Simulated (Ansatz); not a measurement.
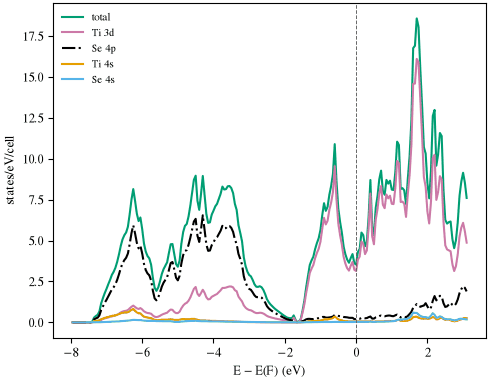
Figure. Total and projected density of states of TiSe in space group Pnma (No. 62; Ti on 4c, Se on 4c), plane-wave PAW PBEsol (Ansatz code)

Task: Which orbitals carry the states next to the Fermi level?

Result: Within 0.5 eV of the Fermi level: Ti 3d 89 %, Se 4p 6 %. Projections are on Löwdin-orthogonalised atomic valence shells; empty p or d shells of many metals are not among them.

Task: Where is the tallest occupied peak in this window, and what makes it?

Result: Near -0.6 eV, about 11 states/eV per cell; the largest projected share is Ti 3d.

The workflow started from an entry of the Crystallography Open Database (COD), which files this formula under 2 space groups. Whether it is the stable phase at ambient conditions was not checked. The cell was relaxed with PBEsol under the symmetry of its start; whether a distortion lowers the energy is not shown. The run is not spin-polarised. Spin–orbit coupling is left out wherever it is not named.

Potentials: the later of the program's two PAW sets.
